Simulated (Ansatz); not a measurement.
B2Si2

Input

```
crystal:
  periodic: [false, false, false]
  atoms:
    - {symbol: B, position_ang: [0.655220, 0.469787, 0.059905]}
    - {symbol: B, position_ang: [-0.655338, -0.470059, -0.060000]}
    - {symbol: Si, position_ang: [-0.974413, 1.443490, -0.277544]}
    - {symbol: Si, position_ang: [0.974531, -1.443208, 0.277648]}
basis:
  gaussian: {orbitals: def2-TZVP, initial_orbitals: start.molden}
hamiltonian: {xc: pbe0, dispersion: d4}
scf: {omitted_lower_state_checks: [starts]}
output: {orbitals: {seedname: orbitals}}
```

Launched as:

```sh
ansatz run in.yaml --threads 4 --pin off --events-out ev --progress --plain --max-ram 3916MiB
```

Geometry: B3LYP-D4/def2-TZVP.

All numbers below come from Ansatz 0.2.0, RKS PBE0-D4/def2-TZVP.

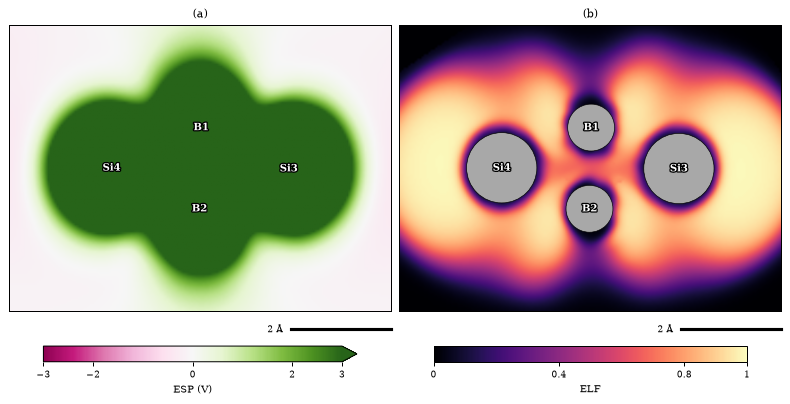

Figure 1. (a) molecular electrostatic potential; (b) ELF on the molecular plane. Grey discs cover the atomic cores in the ELF map.

Q: What does the map show?

A:
- Atoms in the plane: B and Si.
- B–B (1.62 Å): the ELF peaks at about 0.65 between the atoms.
- Si–B (1.93 Å): the ELF peaks at about 0.85 between the atoms: a covalent bond.
- The ELF also peaks beside Si3 and Si4, away from the bonds: lone-pair regions.
- Outside the dense part of the molecule the potential is most negative (−0.3 V) near Si3 and Si4.

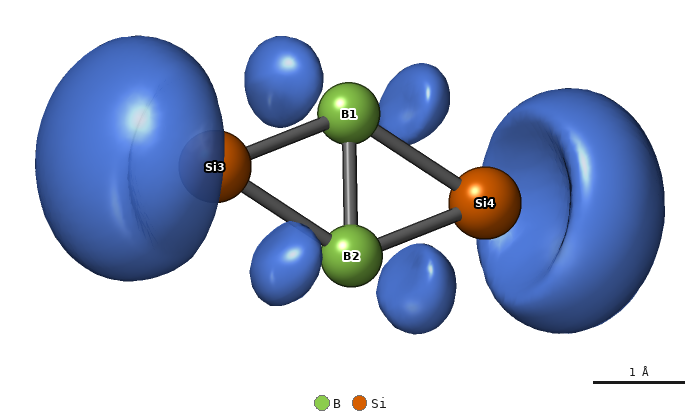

Figure 2. Isosurface of the electron localisation function at 0.9 (blue), seen at a tilt. Core shells and regions of very low density are left out.

Q: Identify the bonds, lone pairs and shells in this picture.

A: The ELF exceeds this value in two regions between bonded B–Si atoms (shared pairs), two lobes on B, pointing away from the bonds (lone pairs) and two lobes on Si, pointing away from the bonds (lone pairs).

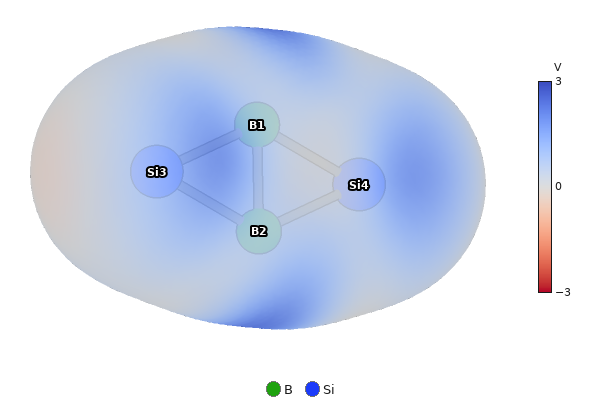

Figure 3. The molecular electrostatic potential painted on the density surface at 0.004 e/bohr³, seen at a tilt; the colour scale runs from red (negative) to blue (positive).

Q: Where is the surface potential most negative and most positive?

A: The most negative region (about −0.2 V) lies over Si3 and Si4, the most positive (about +2.3 V) over B1 and B2.
